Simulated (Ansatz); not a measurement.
**B₂Br₂H₄: density, localisation and related maps**

```yaml
atoms:
  - { symbol: B, position_ang: [-0.4841, 1.1983, -0.4640] }
  - { symbol: B, position_ang: [0.5017, -1.1845, 0.4805] }
  - { symbol: Br, position_ang: [-1.3203, -0.1820, 0.9188] }
  - { symbol: Br, position_ang: [0.8433, -0.1936, -1.3683] }
  - { symbol: H, position_ang: [-1.3228, 1.5206, -1.2589] }
  - { symbol: H, position_ang: [0.1784, 1.9814, 0.1589] }
  - { symbol: H, position_ang: [1.3276, -0.7959, 1.2598] }
  - { symbol: H, position_ang: [0.2763, -2.3444, 0.2731] }
```

Geometry: r2SCAN-D4/def2-SVP.

The calculation used isolated molecule in a Gaussian basis; Kohn-Sham density functional theory, functional PBE0 (Ansatz).

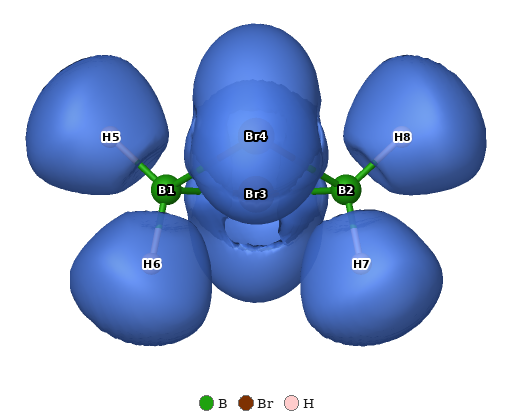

Figure 1. Isosurface of the electron localisation function at 0.75 (blue), seen from one side. Core shells and regions of very low density are left out.

### Where are the electrons localised?

The ELF exceeds this value in four regions around hydrogen nuclei and two regions on Br in which the atom's valence shell and bonds are merged. Profiles from the grid: B–Br (2.13 Å): the ELF peaks at about 0.85 between the atoms; a polar covalent bond. B–H (1.20 Å): the ELF climbs to about 1 towards the hydrogen, as it does in any bond to H: a covalent bond by its length.

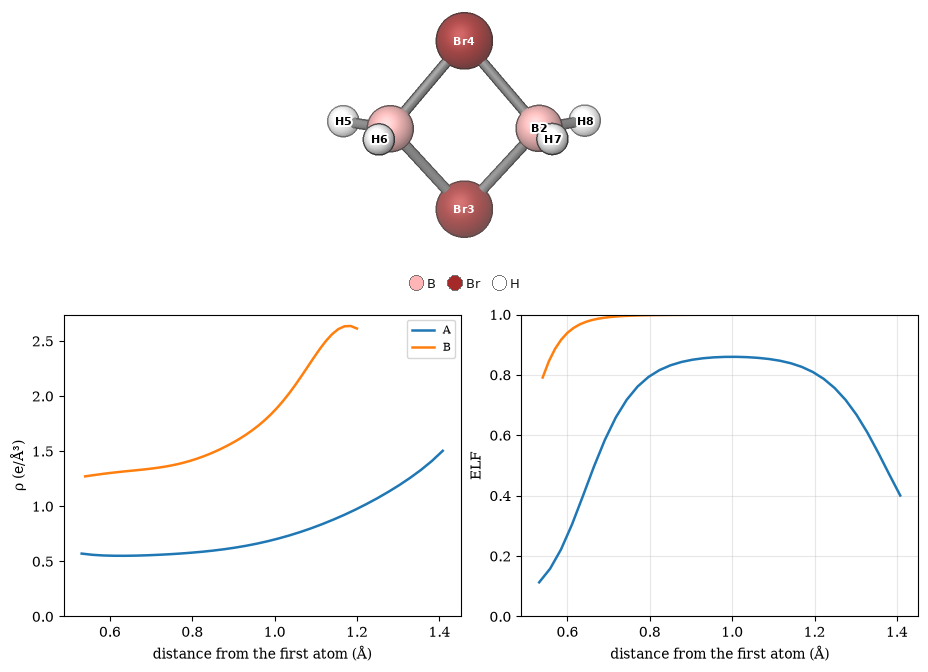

Figure 2. Total electron density and ELF along straight lines between neighbouring atoms. The curves leave out the atomic cores. The structure is drawn too.

### Which curve belongs to which contact (B–Br and B–H)? The first atom named is at distance zero.

Curve A: B–Br (2.13 Å): ρ is about 0.77 e/Å³ halfway, with its minimum of 0.55 e/Å³ about 0.6 Å from B; the ELF peaks at about 0.85 between the atoms (a shared but strongly polarised pair). Curve B: B–H (1.20 Å): ρ at the midpoint is about 1.3 e/Å³; the ELF climbs to about 1 towards the hydrogen: an ordinary covalent bond to hydrogen.

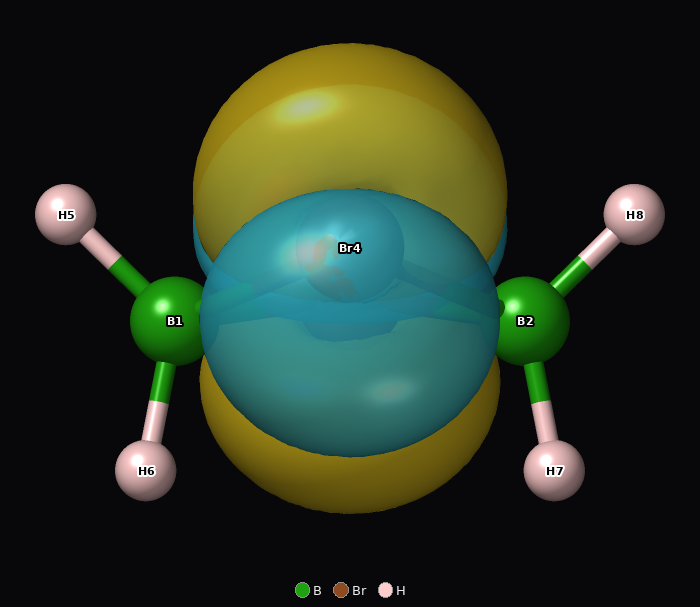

Figure 3. The HOMO−1 at ±0.1 Å⁻³ᐟ² (yellow and cyan are the two phases), seen from one side.

### Where does this orbital lie, and at what energy?

Its weight (Hirshfeld) is mainly on Br4 (about 45 %) and Br3 (about 45 %); largely a combination of lone pairs on Br4 and Br3. Its energy is −8.93 eV.
